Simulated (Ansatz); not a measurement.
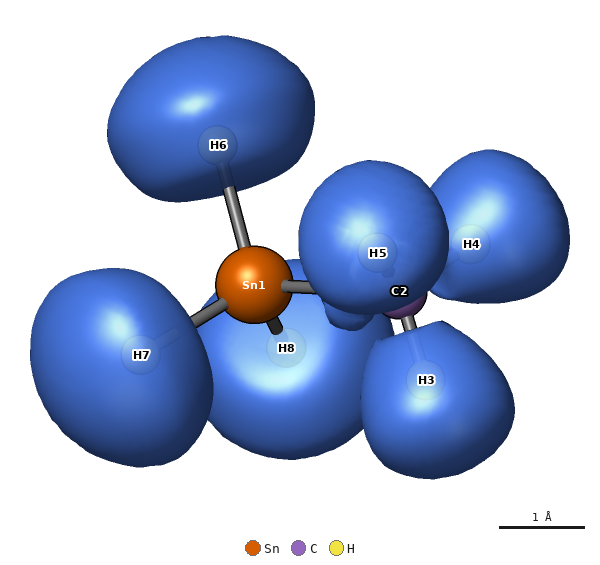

Figure 1: CH₆Sn. Isosurface of the ELF at 0.8 (blue), seen at an oblique angle. Only the valence region is drawn (cores and ρ < 0.01 e/Å³ removed).

Core potentials replace the inner electrons of Sn.

Method: Ansatz, RKS PBE-D4/def2-SVP.

The calculation's input:

```
crystal:
  periodic: [false, false, false]
  atoms:
    - { symbol: Sn, position_ang: [0.230364, -0.004853, 0.04428] }
    - { symbol: C, position_ang: [1.064903, -0.019272, 2.017585] }
    - { symbol: H, position_ang: [0.403473, -0.139521, 2.897357] }
    - { symbol: H, position_ang: [1.798402, -0.845149, 2.002825] }
    - { symbol: H, position_ang: [1.59187, 0.948429, 2.101872] }
    - { symbol: H, position_ang: [1.937387, 0.12745, -0.172384] }
    - { symbol: H, position_ang: [-0.673822, 1.389592, -0.412611] }
    - { symbol: H, position_ang: [-0.494175, -1.456676, -0.540625] }
basis:
  gaussian: { orbitals: def2-SVP }
hamiltonian:
  xc: pbe
  dispersion: d4
relax:
  f_tol: 0.03
  max_steps: 50
output:
  orbitals: {}
```

Command:

```sh
ansatz run input.yaml --threads 1 --pin off --max-ram 2048MiB --backend cpu --events-out ev --progress --plain --runs-dir out
```

The fields are those of the run's last geometry, not of the input's.

**What do the ELF domains correspond to?**

At this value the surface marks out six regions around hydrogen nuclei and one lobe of the valence shell of C pointing towards Sn (polar bonds).

Values along the shortest contacts:
C–Sn (2.17 Å): the ELF peaks at about 0.90 in the valence shell of C, 0.7 Å from its nucleus, and drops to about 0.15 between the two atoms. C–H (1.11 Å): the ELF climbs to about 1 towards the hydrogen, as it does in any bond to H: a covalent bond by its length.
